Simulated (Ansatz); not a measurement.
# [SiH3]− (SMILES [H][Si-]([H])[H]): the vertical detachment energy, rung by rung

[SiH3]− has 4 atoms, charge -1, and is taken as a singlet. As SMILES, `[H][Si-]([H])[H]`. The shape is that of a GFN1-xTB optimisation.

```xyz
4

Si    0.0000    0.0000    0.0000
H     0.8568   -0.0338    0.0280
H    -0.3997    0.7591    0.0039
H    -0.4571   -0.7253   -0.0319
```

Quantity: the vertical detachment energy (to the doublet neutral), in eV. The values are calculated.

```
        level                    kind  program  value (eV)  less FCI/3-21G  CPU time (all runs)
     HF/3-21G            Hartree–Fock   Ansatz       -1.58           -0.46               0.15 s
 revPBE/3-21G                     GGA   Ansatz       -0.39           +0.73                1.4 s
   PBE0/3-21G           global hybrid   Ansatz       -0.38           +0.74                1.4 s
r2SCAN0/3-21G         hybrid meta-GGA   Ansatz       -0.44           +0.68                3.5 s
wB97M-V/3-21G  range-separated hybrid   Ansatz       -0.43           +0.69                 15 s
 B2PLYP/3-21G           double hybrid   Ansatz       -0.69           +0.43                1.9 s
RPA@PBE/3-21G                     RPA   Ansatz       -0.99           +0.13                1.8 s
    MP2/3-21G     perturbation theory   Ansatz       -1.22           -0.10               0.16 s
BCCD(T)/3-21G   coupled cluster or CI   Ansatz       -1.12            0.00               0.54 s
    FCI/3-21G      exact in the basis   Ansatz       -1.12            0.00                1.9 s
```

FCI/3-21G is exact within its basis and frozen core, so for wave-function methods in that basis the difference is their error; functionals converge differently with the basis, so for them it is only a difference. Sets without diffuse functions describe the anion poorly. The values span -1.58 to -0.38 eV. All rows use very small basis sets, so even the best lies far from the true value. CPU times are rough (shared hosts, several kinds of processor): they show what a rung costs within a factor of a few.

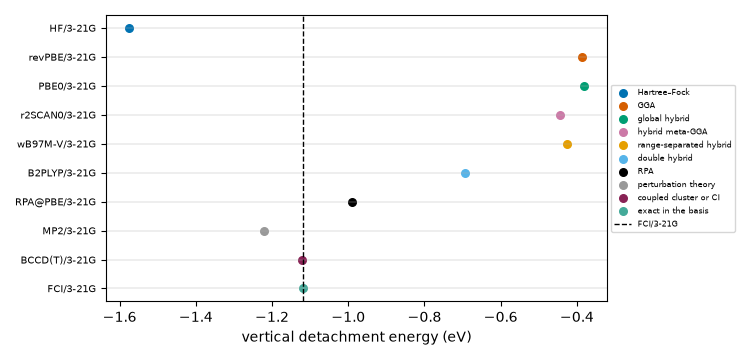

The values of the table, level by level.
